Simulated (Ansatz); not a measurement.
```
Rb P
1.0
     5.58648    0.00000    0.00000
     0.00000    5.58648    0.00000
     0.00000    0.00000    5.58648
Rb P
2 6
Direct
  0.00000 0.00000 0.00000
  0.50000 0.50000 0.50000
  0.25000 0.00000 0.50000
  0.50000 0.75000 0.00000
  0.75000 0.00000 0.50000
  0.50000 0.25000 0.00000
  0.00000 0.50000 0.75000
  0.00000 0.50000 0.25000
```

Space group Pm-3n; a structure generated by program, which may or may not match a known phase.

All numbers below come from DFT PBE, scalar-relativistic, plane waves, PAW in Ansatz 0.2.0.

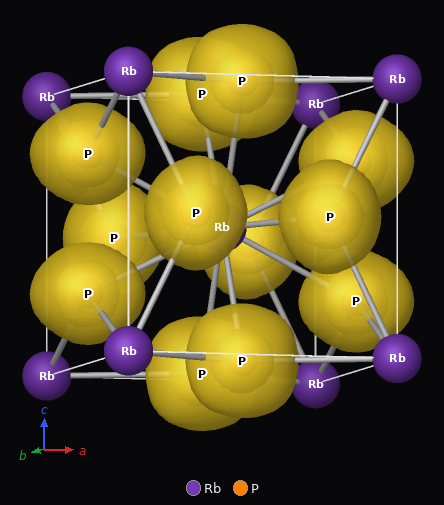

RbP₃. Isosurface of the ELF at 0.75 (yellow), seen at an oblique angle. Only the valence region is drawn (cores and ρ < 0.01 e/Å³ removed). Sticks mark near contacts.

### Where are the electrons localised?

The ELF exceeds this value in six regions wrapped around P (the valence shell of each), counted in one cell of 8 atoms. Regions shared between cells count once. Profiles from the grid: Rb–P (3.12 Å): the ELF peaks at about 0.85 in the valence shell of P, 0.8 Å from its nucleus, and drops to about 0.10 between the two atoms: no shared electron pair shows on this line.
